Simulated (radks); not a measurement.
**Run report: Ge, atomic calculation**

A free Ge atom in the configuration [Ar] 3d10 4s2 4p2 (open shells shared over both j by 2j + 1). Computed at this level: Dirac Kohn-Sham, PBE, spin-unpolarised, spherical densities, point nucleus (the in-house radial solver radks).

**Results in brief**

```tsv
quantity	value
outcome	converged
total energy	−2098.9326 hartree
kinetic energy	2143.4104 hartree
electron–nucleus energy	−5065.4095 hartree
Hartree energy	902.642815 hartree
exchange–correlation energy	−79.576248 hartree
radius at density 0.001 e/bohr³	4.46 bohr
SCF iterations	15
hardware	1 CPU thread, shared host
```

**Input**
```
Z 32
configuration [Ar] 3d10 4s2 4p2
relativity Dirac
functional pbe,pbe
spin unpolarised
j_filling average
nucleus point
c 137.035999084
```

Energies in input and log are in hartree, lengths in bohr.

**The program's output**
```
1s1/2   1   2.0000        -402.69500264
2s1/2   1   2.0000         -50.39184601
2p1/2   1   2.0000         -44.82135547
2p3/2   1   4.0000         -43.65005040
3s1/2   1   2.0000          -6.18984872
3p1/2   1   2.0000          -4.35362268
3p3/2   1   4.0000          -4.19647488
3d3/2   1   4.0000          -1.08974208
3d5/2   1   6.0000          -1.06824964
4s1/2   1   2.0000          -0.43103541
4p1/2   1   0.6667          -0.14778072
4p3/2   1   1.3333          -0.14091852
Etot -2098.9325822715864
Ekin 2143.410382946376
Encl -5065.409532820294
Eh 902.6428152571793
Exc -79.57624765484809
err 5.764355776134603e-09
it 15
```

**Orbitals**

```csv
orbital,occupation,energy (eV),⟨r⟩ (bohr),outer maximum (bohr)
1s,2,−10957.9,0.04700,0.0307
2s,2,−1371.2,0.2098,0.176
2p1/2,2,−1219.7,0.1812,0.139
2p3/2,4,−1187.8,0.1848,0.142
3s,2,−168.434,0.6241,0.543
3p1/2,2,−118.468,0.6398,0.538
3p3/2,4,−114.192,0.6505,0.546
3d3/2,4,−29.653,0.7334,0.502
3d5/2,6,−29.069,0.7388,0.505
4s,2,−11.729,2.116,1.74
4p1/2,0.667,−4.021,2.860,2.19
4p3/2,1.333,−3.835,2.919,2.23
```

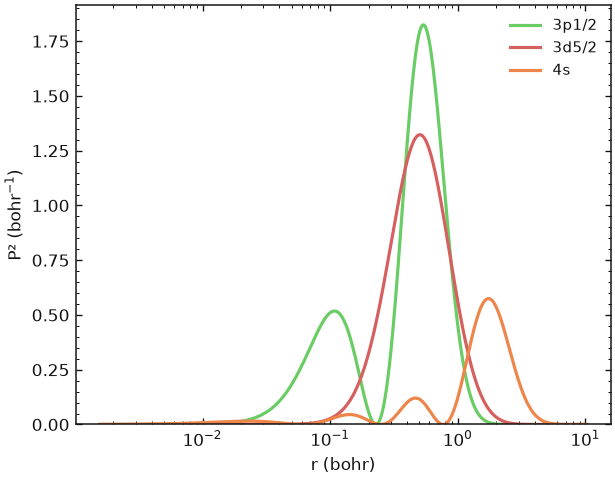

The radial probability densities P² (large components) of 3p1/2, 3d5/2 and 4s. 3p1/2: outer maximum at 0.538 bohr, ⟨r⟩ = 0.640 bohr, 1 node, eigenvalue −118.5 eV; 3d5/2: outer maximum at 0.505 bohr, ⟨r⟩ = 0.739 bohr, 0 nodes, eigenvalue −29.1 eV; 4s: outer maximum at 1.74 bohr, ⟨r⟩ = 2.12 bohr, 3 nodes, eigenvalue −11.7 eV.

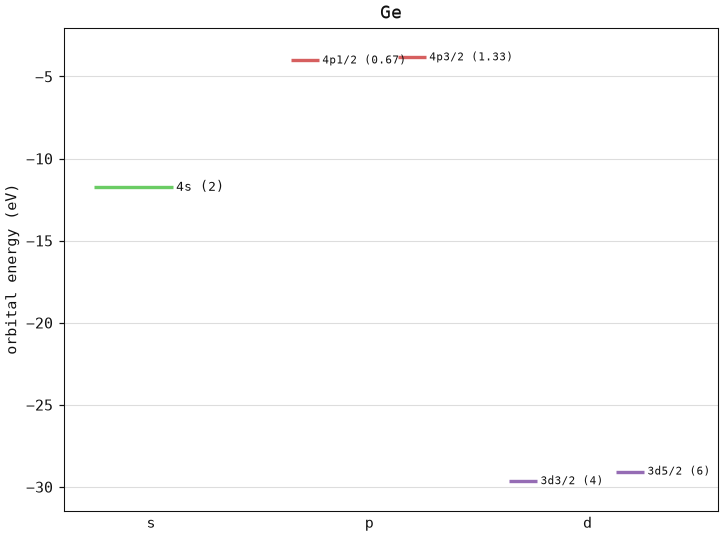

The outer levels are drawn by angular momentum (occupations in brackets, the lower j at the left of each column). The highest occupied level is 4p3/2 at −3.83 eV. From the top down the occupied levels run 4p3/2 (−3.83 eV), 4p1/2 (−4.02 eV), 4s (−11.7 eV), 3d5/2 (−29.1 eV), 3d3/2 (−29.7 eV). Spin-orbit splittings: 4p 0.187 eV, 3d 0.585 eV. The measured ionisation energy (NIST) is 7.90 eV; minus the highest level, 3.83 eV, lies 51 % below it, as is usual for a semilocal functional, whose potential decays too fast.

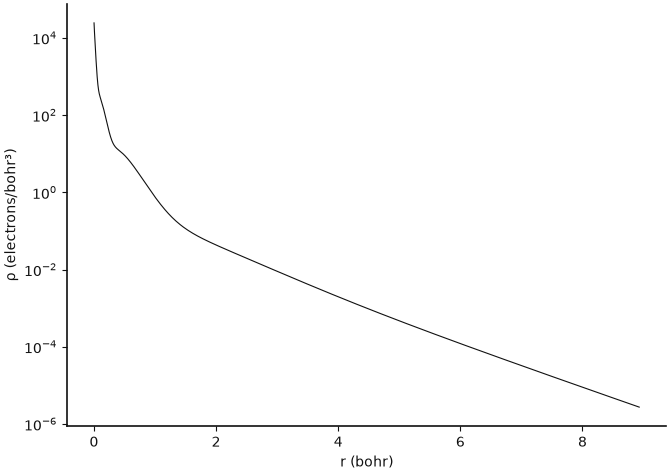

The electron density ρ(r) on a logarithmic scale. The density falls from 24000 electrons/bohr³ at the inner end (r = 0.0016 bohr) to 0.001 at r = 4.46 bohr, a common measure of the size of an atom or ion. The highest occupied orbital, 4p3/2 (⟨r⟩ = 2.92 bohr, −3.83 eV), is also the most diffuse and sets the fall-off far out: over the last part drawn ln ρ falls by 1.3 per bohr, against 2√(−2ε) = 1.1 for the pure exponential. The steps in the slope mark the shells; the radial density has its minima at 0.069 and 0.33 bohr.
